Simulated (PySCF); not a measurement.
**C₂H₄OSSi: density, localisation and related maps**

The calculation's input:

```
{"job": {"kind": "nmr", "xc": "PBE0", "basis": "pcSseg-1", "pop": false}, "charge": 0, "multiplicity": 1}
C     -2.610669    -0.072152    -0.157955
C     -1.466518     0.292356     0.051560
S      0.058991     0.879053     0.371657
O      0.292432     2.251605     0.964596
Si     1.616268    -0.518899    -0.140947
H     -3.614540    -0.405532    -0.346884
H      2.495790     0.078827    -1.181172
H      0.819303    -1.670108    -0.638561
H      2.408941    -0.835149     1.077705
```

Run with:

```sh
OMP_NUM_THREADS=1 python ens_run.py task.json out
```

Geometry: PBE0-D3(BJ)/def2-SVP; a saddle point, not a minimum.

Level of theory: PySCF, PBE0/pcSseg-1, SCF density, gas phase, non-relativistic.

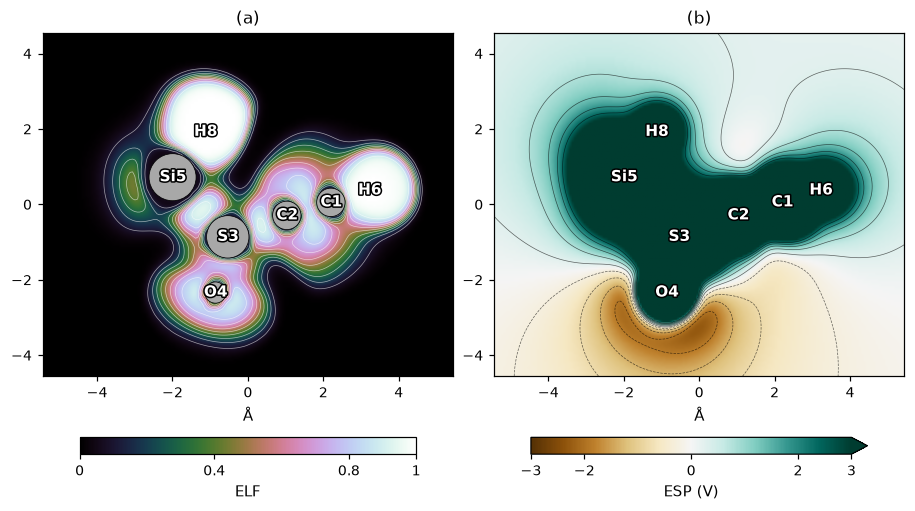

Figure 1. (a) ELF; (b) electrostatic potential on the plane of atoms C2, S3 and Si5. Grey discs cover the atomic cores in the ELF map.

Q: Interpret the plot.

A: The plane passes through C, S, O, Si and H nuclei. C–C (1.22 Å): the ELF peaks at about 0.85 between the atoms; a short, multiple covalent bond. S–O (1.51 Å): the ELF peaks at about 0.80 between the atoms; a polar covalent bond. C–S (1.67 Å): the ELF peaks at about 0.90 between the atoms; a covalent bond. Si–S (2.15 Å): the ELF peaks at about 0.95 between the atoms (a covalent bond). C–H (1.07 Å): the ELF climbs to about 1 towards the hydrogen, as it does in any bond to H: a covalent bond by its length. The ELF also peaks beside O4, away from the bonds: lone-pair regions. Outside the dense part of the molecule the potential is most negative (−2.3 V) near O4.

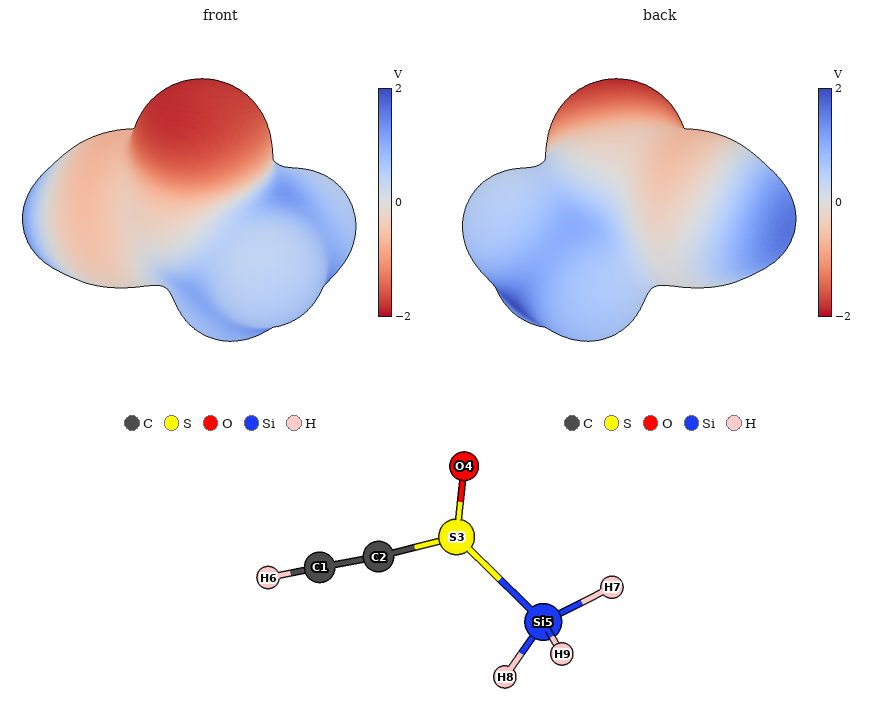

Figure 2. The electrostatic potential painted on the density surface at 0.001 e/bohr³, seen from the front and from behind; red is negative and blue positive. The bare structure is drawn below in the same view.

Q: Where is the surface potential most negative and most positive?

A: The most negative region (about −1.8 V, or −42 kcal/mol for a unit charge) lies over O4, the most positive (about +1.8 V, or +42 kcal/mol for a unit charge) over Si5. O4 is the likeliest acceptor of a hydrogen bond.

Q: How polar is the molecule by this calculation?

A: Its dipole moment is 4.63 D.
